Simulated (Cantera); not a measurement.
Input: 1 mol SiO2, a varied amount of CO, 6.5 mol C, at 2375 °C and 0.0250 bar.

Equilibrium computed with Cantera from the NASA thermochemical tables; the gas is ideal and each condensed phase is pure. Candidate condensed phases: C, Si, SiC, SiO2; 20 gas species. The numbers say what is thermodynamically allowed, not how fast it happens.

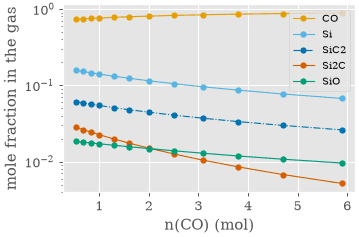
Figure. Equilibrium gas composition (values under 1e-9 drawn at 1e-9)

From 0.54 mol CO to 5.9 mol CO the condensed part is C(graphite). The main Si-bearing gas is Si throughout.
